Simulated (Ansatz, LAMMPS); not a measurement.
# Liquid 52SiO2-48Li2O (mol %) at 2550 K (69 atoms): a single point

Wanted: forces, charges and levels of liquid 52SiO2-48Li2O (mol %) at 2550 K (69 atoms).

Method: Kohn-Sham DFT, PBE, PAW (set soft_2), plane waves, in Ansatz 0.2.0.

### 1. Set-up

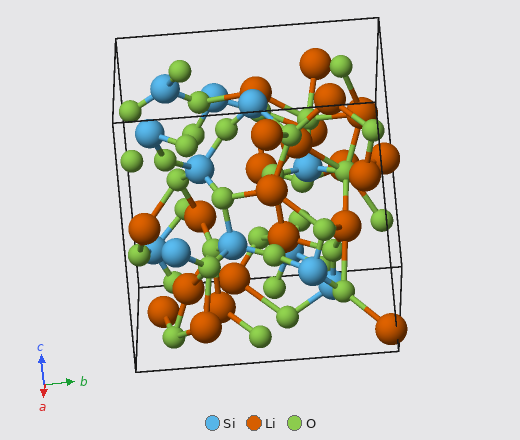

The cell as given, slightly off an axis (silicon blue, lithium orange, oxygen green). Bonds to atoms that aren't drawn are left out.

The cell holds 69 atoms: 12 Si, 22 Li and 35 O. Its edges and angles: a = 9.078 Å, b = 9.078 Å, c = 9.078 Å, α = 90.0°, β = 90.0°, γ = 90.0°. 69 atoms (12 Si, 22 Li, 35 O) placed at random at 2.33 g/cm³, melted at 4000 K for 10 ps at fixed volume with the Morse and Coulomb pair potential with partial charges (Pedone, Malavasi, Menziani, Cormack and Segre, J. Phys. Chem. B 110, 11780 (2006)). Snapshot at the end of a hold of 10 ps at 2550 K and fixed volume.

Limits known from the start: The starting topology of bonds comes from the classical model, and needn't be the one that DFT or experiment would give. The Brillouin zone is sampled at Γ only, in a cell whose shortest periodic width is 9 Å.

### 2. How the cell was made

A classical potential supplies the starting structure, since it reaches far longer times than DFT.

This step: classical MD, Morse and Coulomb pair potential with partial charges (Pedone, Malavasi, Menziani, Cormack and Segre, J. Phys. Chem. B 110, 11780 (2006)) (LAMMPS 22 Jul 2025 - Update 4).

Input file in.lmp:

```
# melt-quench of Si12Li22O35
units metal
atom_style charge
boundary p p p
region box block 0 9.0778 0 9.0778 0 9.0778
create_box 3 box
mass 1 28.0850   # Si
mass 2 6.9400   # Li
mass 3 15.9990   # O
create_atoms 1 random 12 207310 NULL overlap 1.5 maxtry 2000
create_atoms 2 random 22 207317 NULL overlap 1.5 maxtry 2000
create_atoms 3 random 35 207324 NULL overlap 1.5 maxtry 2000
pair_style hybrid/overlay pedone 5.5 coul/long 8.0
pair_coeff * * coul/long
pair_coeff 1 3 pedone 0.340554 2.006700 2.100000 1   # Si-O
pair_coeff 2 3 pedone 0.001114 3.429506 2.681360 1   # Li-O
pair_coeff 3 3 pedone 0.042395 1.379316 3.618701 22   # O-O
set type 1 charge 2.4
set type 2 charge 0.6
set type 3 charge -1.2
kspace_style pppm 1.0e-4
neigh_modify delay 0 every 1 check yes
thermo_style custom step time temp pe press density
thermo_modify norm yes
timestep 0.002
thermo 100
min_style cg
minimize 1e-4 1e-4 200 2000
reset_timestep 0
velocity all create 4000 207311 mom yes dist gaussian
fix lim all nve/limit 0.05
fix lan all langevin 4000 4000 0.2 207312 zero yes
thermo 500
run 1000 post no
# [... 10 lines left out ...]
compute msd all msd com yes
thermo 1250
fix md all nvt temp 2550 2550 0.2
run 5000 post no
print "== T2550: mean square displacement over the hold $(c_msd[4]:%.2f) A^2"
unfix md
uncompute msd
write_dump all custom T2550.dump id type xs ys zs modify sort id
```

Launch:

```
lmp -in in.lmp -log none -nocite
```

Numbers of over 12 decimals in the logs are rounded to 6 here.

Output:

```text
LAMMPS (22 Jul 2025 - Update 4)
Created orthogonal box = (0 0 0) to (9.0778 9.0778 9.0778)
Created 12 atoms
Created 22 atoms
Created 35 atoms
PPPM initialization ...
  G vector (1/distance) = 0.37260805
  grid = 9 9 9
  estimated relative force accuracy = 7.7414214e-05
   Step          Time           Temp          PotEng         Press         Density
         0   0              0             -1.1676311      839485.63      2.3300109
        75   0.15           0             -11.172437      10840.917      2.3300109
Loop time of 0.0373896 s on 1 MPI rank(s) for 75 steps with 69 atoms
Minimization stats:
  Stopping criterion = energy tolerance
  Energy initial, next-to-last, final =
     -1.16763109818252  -11.1713412710678  -11.1724372861374
  Force two-norm initial, final = 261.78602 1.8456451
  Iterations, force evaluations = 75 105
   Step          Time           Temp          PotEng         Press         Density
[... 8 lines left out ...]
      3332   6.664          4542.2335     -10.750422      63880.56       2.3300109
      4165   8.33           4431.2802     -10.650121      142216.57      2.3300109
      4998   9.996          4523.7737     -10.638928      110912.94      2.3300109
      5831   11.662         4594.5207     -10.682273      155520.13      2.3300109
[... 1 line left out ...]
Loop time of 1.56817 s on 1 MPI rank(s) for 5000 steps with 69 atoms
   Step          Time           Temp          PotEng         Press         Density
[... 5 lines left out ...]
Loop time of 1.5581 s on 1 MPI rank(s) for 5000 steps with 69 atoms
   Step          Time           Temp          PotEng         Press         Density
[... 2 lines left out ...]
     12500   25             2830.2162     -10.871476      99349.289      2.3300109
     13750   27.5           2790.3386     -10.865033      54791.228      2.3300109
     15000   30             2657.6299     -10.865926      57112.299      2.3300109
     16000   32             2670.1879     -10.916685      94262.23       2.3300109
Loop time of 1.51678 s on 1 MPI rank(s) for 5000 steps with 69 atoms
== T2550: mean square displacement over the hold 53.36 A^2
```

Run time: 5.1 s. Hardware: 1 thread of Arm Neoverse V2, shared host; peak memory 0.075 GiB.

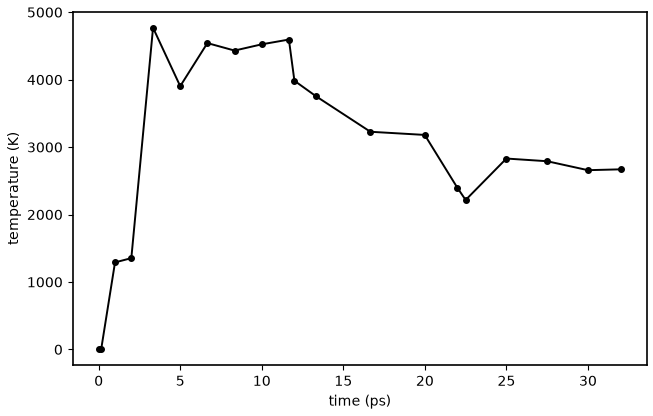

Temperature, plotted against time.

### 3. Plane-wave single point

The electrons are solved once, with the atoms held.

Input file input.yaml:

```yaml
crystal:
  lattice:
    - [9.0778, 0.0, 0.0]
    - [0.0, 9.0778, 0.0]
    - [0.0, 0.0, 9.0778]
  atoms:
    - { symbol: Si, position: [0.62766, 0.52075, 0.9079] }
    - { symbol: Si, position: [0.47157, 0.75376, 0.10738] }
    - { symbol: Si, position: [0.04245, 0.35175, 0.74685] }
    - { symbol: Si, position: [0.3739, 0.69594, 0.5515] }
    - { symbol: Si, position: [0.87068, 0.69875, 0.30274] }
    - { symbol: Si, position: [0.59887, 0.29535, 0.65354] }
    - { symbol: Si, position: [0.72678, 0.39887, 0.38322] }
    - { symbol: Si, position: [0.26486, 0.17946, 0.87292] }
    - { symbol: Si, position: [0.16891, 0.58762, 0.15737] }
    - { symbol: Si, position: [0.8191, 0.12913, 0.88638] }
    - { symbol: Si, position: [0.21112, 0.07571, 0.21799] }
    - { symbol: Si, position: [0.99545, 0.19381, 0.46184] }
    - { symbol: Li, position: [0.56363, 0.66992, 0.71798] }
    - { symbol: Li, position: [0.42681, 0.92132, 0.76819] }
    - { symbol: Li, position: [0.40048, 0.3796, 0.14077] }
    - { symbol: Li, position: [0.943, 0.57598, 0.88567] }
    - { symbol: Li, position: [0.89142, 0.9294, 0.67506] }
    - { symbol: Li, position: [0.29788, 0.52226, 0.84151] }
    - { symbol: Li, position: [0.75138, 0.21747, 0.23256] }
    - { symbol: Li, position: [0.94433, 0.27775, 0.1386] }
    - { symbol: Li, position: [0.06794, 0.70904, 0.59257] }
    - { symbol: Li, position: [0.16478, 0.75288, 0.89047] }
    - { symbol: Li, position: [0.78826, 0.56833, 0.61099] }
    - { symbol: Li, position: [0.57151, 0.32175, 0.08838] }
    - { symbol: Li, position: [0.56188, 0.10811, 0.08471] }
    - { symbol: Li, position: [0.51662, 0.06276, 0.40645] }
    - { symbol: Li, position: [0.47078, 0.58409, 0.31454] }
    - { symbol: Li, position: [0.37577, 0.27197, 0.39041] }
    - { symbol: Li, position: [0.67601, 0.82933, 0.40688] }
    - { symbol: Li, position: [0.11519, 0.51037, 0.47344] }
    - { symbol: Li, position: [0.07463, 0.82066, 0.44594] }
    - { symbol: Li, position: [0.30282, 0.98371, 0.53824] }
    - { symbol: Li, position: [0.95174, 0.97755, 0.07465] }
    - { symbol: Li, position: [0.77045, 0.81922, 0.94971] }
    - { symbol: O, position: [0.25504, 0.66519, 0.45727] }
    - { symbol: O, position: [0.49059, 0.5661, 0.57098] }
    - { symbol: O, position: [0.94104, 0.26876, 0.86641] }
    - { symbol: O, position: [0.71551, 0.17399, 0.74015] }
    - { symbol: O, position: [0.51579, 0.57195, 0.00917] }
    - { symbol: O, position: [0.89463, 0.3105, 0.35945] }
    - { symbol: O, position: [0.73163, 0.37848, 0.5759] }
    - { symbol: O, position: [0.01809, 0.63219, 0.2233] }
    - { symbol: O, position: [0.75058, 0.47226, 0.01824] }
    - { symbol: O, position: [0.25626, 0.04005, 0.79098] }
    - { symbol: O, position: [0.29861, 0.71108, 0.71874] }
    - { symbol: O, position: [0.04073, 0.52027, 0.67832] }
    - { symbol: O, position: [0.25825, 0.48238, 0.24691] }
    - { symbol: O, position: [0.77722, 0.14678, 0.05283] }
    - { symbol: O, position: [0.19868, 0.30059, 0.78603] }
    - { symbol: O, position: [0.40833, 0.24787, 0.98672] }
    - { symbol: O, position: [0.48356, 0.84286, 0.55905] }
    - { symbol: O, position: [0.17258, 0.1435, 0.0675] }
    - { symbol: O, position: [0.87047, 0.75604, 0.46543] }
    - { symbol: O, position: [0.00951, 0.01831, 0.50976] }
    - { symbol: O, position: [0.01409, 0.25976, 0.59608] }
    - { symbol: O, position: [0.1582, 0.21136, 0.35163] }
    - { symbol: O, position: [0.80414, 0.80504, 0.19112] }
    - { symbol: O, position: [0.31254, 0.70873, 0.12802] }
    - { symbol: O, position: [0.57501, 0.40991, 0.79629] }
    - { symbol: O, position: [0.53213, 0.76882, 0.26562] }
    - { symbol: O, position: [0.3711, 0.02768, 0.25487] }
    - { symbol: O, position: [0.14494, 0.51763, 0.00611] }
    - { symbol: O, position: [0.50858, 0.86224, 0.98855] }
    - { symbol: O, position: [0.59394, 0.31905, 0.3275] }
    - { symbol: O, position: [0.46172, 0.20411, 0.57249] }
    - { symbol: O, position: [0.08773, 0.94485, 0.22028] }
    - { symbol: O, position: [0.7474, 0.55284, 0.33725] }
    - { symbol: O, position: [0.92258, 0.97777, 0.86271] }
    - { symbol: O, position: [0.74474, 0.65666, 0.81007] }
kpoints:
  mp_grid: { grid: [1, 1, 1] }
hamiltonian:
  xc: pbe
scf:
  occupations: { method: fixed }
output:
  forces: true
  stress: true
  populations: true
  dos:
    method: { smearing: { sigma: 0.08 } }
    de: 0.1
    projected: { site_lists: { Li: [Li], O: [O], Si: [Si] } }
  eigenvalues: true
  write_density: true
  write_potential: true
  volumetric_format: npy
```

Launch:

```
ansatz run input.yaml --threads 8 --pin off --max-ram 15872MiB --backend cpu --events-out ev --progress --plain --runs-dir out
```

Output:

```text
Engine: ansatz 0.2.0, aarch64-unknown-linux-gnu
Pseudopotentials: kind: paw
Pseudopotential: Si, paw, valence charge 4, recommended cutoff 420 eV (normal), Si.paw.azcp
Pseudopotential: Li, paw, valence charge 3, recommended cutoff 420 eV (normal), Li.paw.azcp
Pseudopotential: O, paw, valence charge 6, recommended cutoff 420 eV (normal), O.paw.azcp
[... 5 lines on functional and potentials left out ...]
Crystal: 69 atoms, lattice volume = 748.069 Å³
Basis set: ecut = 420 eV, 14771 PW (Γ), exchange–correlation on 128×128×128 points (8 copies of the dense FFT grid, shifted against one another)
Bands: 231, of which v1, the nominal top of the filled ones, is band 162 counted from 1 (161 counted from 0)
Symmetry: 1 space group operations
Space group: P1 (ITA 1), of the structure as read, at distance tolerance 9.1e-5 Å
k-points: 1
[... 7 lines on functional and potentials left out ...]
Initial density: superposition of atomic densities (neutral atoms: chi_scale 0, normalization atom), corrected by the library's trained network
Initial wavefunctions: pseudopotential atomic-orbital guess
Functional: x = pbe(κ = 0.804, μ = 0.219515), c = pbe(β = 0.066725)
SCF iter   1: F=—  HF=-32040.877432 eV  |F-HF|=—  |Δ(HF+E_count)|=         —  Δρ=4.11e-3  dr2=2.28e-1  ethr=1.77e-3  ⟨swp⟩=5.0  Hψ=818  notcnv=0  defer=67
preconditioner: auto → Resta (q_TF=auto, 2.373 Å⁻¹)  ε∞=3.2  [insulator: Δε(μ)=1.983 eV  Ē_g=15.177 eV  n_scr=170 (ndim 8)  ℏωp=22.7 eV  f_vac=0.071  ε∞_Penn≈3.2]
SCF iter   2: F=—  HF=-32040.830362 eV  |F-HF|=—  |Δ(HF+E_count)|=   4.71e-2  Δρ=2.30e-3  dr2=5.27e-2  ethr=7.05e-5  ⟨swp⟩=2.0  Hψ=374  notcnv=0  defer=67
SCF iter   3: F=—  HF=-32040.822622 eV  |F-HF|=—  |Δ(HF+E_count)|=   7.74e-3  Δρ=9.88e-4  dr2=1.63e-2  ethr=1.63e-5  ⟨swp⟩=2.0  Hψ=276  notcnv=0  defer=67
SCF iter   4: F=—  HF=-32040.821045 eV  |F-HF|=—  |Δ(HF+E_count)|=   1.58e-3  Δρ=4.27e-4  dr2=1.60e-3  ethr=5.03e-6  ⟨swp⟩=2.0  Hψ=276  notcnv=0  defer=67
SCF iter   5: F=—  HF=-32040.821373 eV  |F-HF|=—  |Δ(HF+E_count)|=   3.28e-4  Δρ=2.55e-4  dr2=4.78e-4  ethr=4.94e-7  ⟨swp⟩=2.0  Hψ=295  notcnv=0  defer=67
SCF iter   6: F=—  HF=-32040.821505 eV  |F-HF|=—  |Δ(HF+E_count)|=   1.32e-4  Δρ=6.50e-5  dr2=4.20e-5  ethr=1.48e-7  ⟨swp⟩=2.0  Hψ=294  notcnv=0  defer=66
SCF iter   7: F=—  HF=-32040.822512 eV  |F-HF|=—  |Δ(HF+E_count)|=   1.01e-3  Δρ=3.83e-5  dr2=1.19e-5  ethr=1.30e-8  ⟨swp⟩=2.0  Hψ=392  notcnv=0  defer=64
SCF iter   8: F=—  HF=-32040.822523 eV  |F-HF|=—  |Δ(HF+E_count)|=   1.08e-5  Δρ=1.81e-5  dr2=2.72e-6  ethr=3.68e-9  ⟨swp⟩=2.0  Hψ=307  notcnv=0  defer=64
SCF iter   9: F=—  HF=-32040.822525 eV  |F-HF|=—  |Δ(HF+E_count)|=   2.12e-6  Δρ=7.21e-6  dr2=4.12e-7  ethr=8.41e-10  ⟨swp⟩=2.0  Hψ=285  notcnv=0  defer=65
SCF iter  10: F=—  HF=-32040.822525 eV  |F-HF|=—  |Δ(HF+E_count)|=   3.71e-7  Δρ=3.99e-6  dr2=1.19e-7  ethr=3.09e-11  ⟨swp⟩=21.0  Hψ=2117  notcnv=0
SCF iter  11: F=-32040.822525 eV  HF=-32040.822525 eV  |F-HF|=5.54e-9  |Δ(HF+E_count)|=   7.64e-8  Δρ=1.17e-6  dr2=1.08e-8  ethr=3.09e-11  ⟨swp⟩=9.0  Hψ=1377  notcnv=0
SCF 1 converged in 11 iterations: F = -32040.822525 eV  dr2 = 1.08e-8
  greatest PAW one-centre occupation: 1.000 electrons in one spin orbital (limit 2), on the Li atom at site 18 (counted from 0), in its partial waves of l = 0
SCF converged after 11 iterations
Free energy (F): -32040.822525 eV
Harris-Foulkes:  -32040.822525 eV  (|F-HF|=5.54e-9)
Internal energy: -32040.822525 eV  (E = F + TS)
E sigma→0 (E₀):  -32040.822525 eV
Fermi energy:    4.716567 eV
--- Per-component energies (eV) ---
  E_band       = -2695.461951
  E_kinetic    = 7305.355372
  E_local      = -19485.823613  (includes V_loc(G=0)·N_el)
  E_nonlocal   = 1267.007303
  E_hartree    = 7021.985524
  E_xc         = -3535.144344
  E_vxc        = -4231.366777  (∫ρ·V_xc dr)
  E_paw        = -12179.881389  (= ΣΔE_a)
  E_vpaw       = -1594.693075  (= ΣTr[D̂ρ^β])
  E_aug_tail   = 0.088540  (compensation charges beyond the density's cutoff)
  E_ewald      = -12434.409919
  E_smearing   = -0.000000  (= −TS)
  E_closure    = 0.000000  (closes the sum)
  Σ components = -32040.822525   (vs F -32040.822525, Δ=0.00e0)
--- Forces (eV/Å), atoms counted from 1 ---
  atom   1  Si    11.07396106     1.43466330    -1.71954744
  atom   2  Si     1.77477635    -1.28329128     0.35709419
  atom   3  Si    -2.93017376     0.49285070    -1.81416921
  atom   4  Si     9.09821730     2.59534856     9.06980846
  atom   5  Si    -0.37482814    -2.02026068    -3.11490213
  atom   6  Si    -1.98219628    -1.88758575     2.82021308
  atom   7  Si     4.03545215    -1.41403162     6.96376341
  atom   8  Si     4.21534940    -0.83331119    11.66034126
  atom   9  Si     3.65605149     2.98607736    -1.17777396
  atom  10  Si     2.46089799     1.36162788    -4.49500695
  atom  11  Si    -3.53520627    -1.56778337     2.11603308
  atom  12  Si     3.34920107    -9.76581193   -13.27512096
  atom  13  Li    -0.15863773     1.33559780    -0.40792553
  atom  14  Li    -0.14809401    -0.52883463     0.66114390
[...]
atom  68  O     -2.34722533     0.18435269     0.80566857
  atom  69  O     -1.26761868    -0.66959449    -0.07537084
  max |Σ_I F_I| component: 2.93e-5 eV/Å
--- Stress (GPa, compression-positive) ---
        9.970846      -1.821428       2.369132
       -1.821424      13.600218       2.701872
        2.369133       2.701875      13.917294
  P = ⅓ Tr σ = 12.4961 GPa (124.961 kbar)
--- Band table (eV) ---
  k-point 0: bands = ["-42.8574", "-42.8540", "-42.6576", "-41.8324", [... 215 levels ...], "13.9442", "14.0719", "14.2183", "14.2417", "14.3226", "14.4219", "14.5262", "14.5903", "14.6673", "14.7315", "14.9049", "14.9962"]
--- Löwdin populations: 69 sites ---
  site symbol       q [e]
     0     Si      2.4642
     1     Si      2.3700
     2     Si      2.3098
[...]
68      O      7.0667
  spilling = 0.013008 (of n_electrons = 324.000000)
```

The job ended after 5.1 s (8 threads of Arm Neoverse V2, shared host; peak memory 0.87 GiB; 32 s of CPU time).

The column dr2 measures how far the density is from self-consistency, as an energy; F and HF (Harris–Foulkes) agree once it is small.

Numbers from this run:

| Quantity | Value |
| --- | --- |
| free energy | -32040.8225 eV |
| free energy per atom | -464.3597 eV/atom |
| SCF cycles | 11 |
| pressure | 12.5 GPa |
| r.m.s. force component | 3.236 eV/Å |
| longest force | 16.82 eV/Å |
| Fermi energy | 4.717 eV |
| gap (highest filled to lowest empty level) | 1.698 eV |
| spilling of the projection | 0.01301 |

Length of the force by element:

```csv
element,coordination,atoms,mean length of the force (eV/Å),spread,least,most
Li,all,22,1.70,1.01,0.150,4.41
O,all,35,4.67,3.38,1.06,15.6
Si,all,12,7.48,4.56,2.22,16.8
```

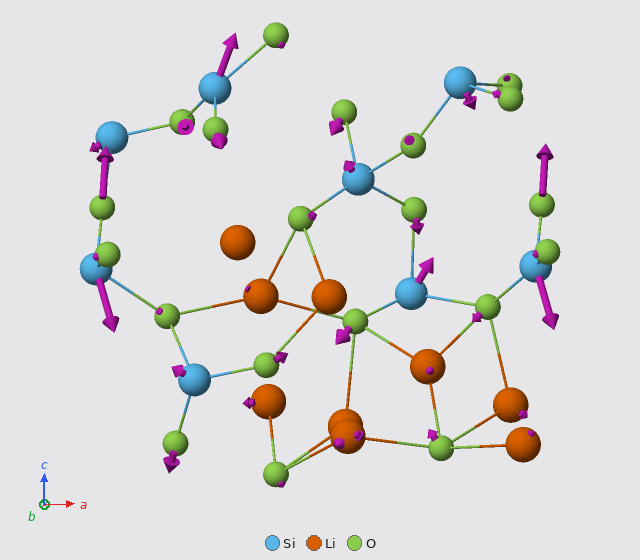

Forces as arrows; the longest in the cell is 16.8 eV/Å. Drawn is a slice 4 Å thick, seen along the normal of the ac plane. Bonds to atoms that aren't drawn are left out.

Löwdin charges by element (they lack the spilled electrons, 0.061 e an atom on average):

| element | coordination | atoms | mean charge (e) | spread | least | most |
| --- | --- | --- | --- | --- | --- | --- |
| Li | all | 22 | 0.779 | 0.0166 | 0.750 | 0.813 |
| O | all | 35 | -0.922 | 0.0873 | -1.07 | -0.779 |
| Si | all | 12 | 1.61 | 0.0573 | 1.50 | 1.69 |

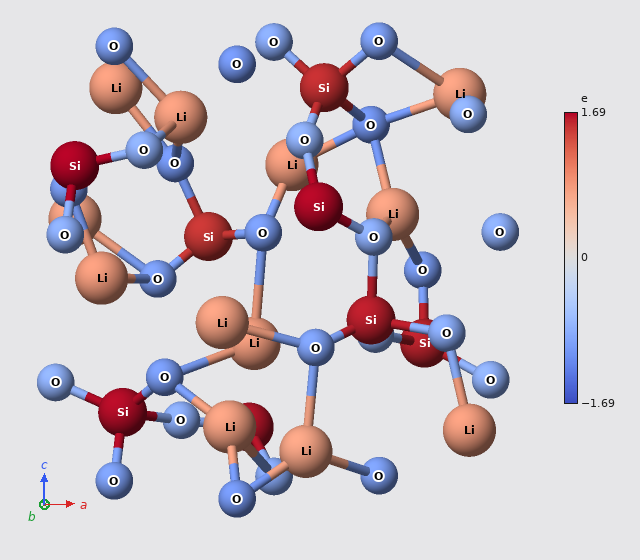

Atoms coloured by Löwdin charge. Drawn is a slice 5 Å thick, seen along the normal of the ac plane. Bonds to atoms that aren't drawn are left out.

(Continued in part 2 of 2.)

[Logs are printed without paths, hosts, clocks, repeated set-up lines and the standing remarks that a program may print on its own settings, such as how far it seeks lower states.]

[Hosts, paths, dates, database ids (printed as entryN), source tags and the programs' standing remarks are cut or masked in the printed files.]
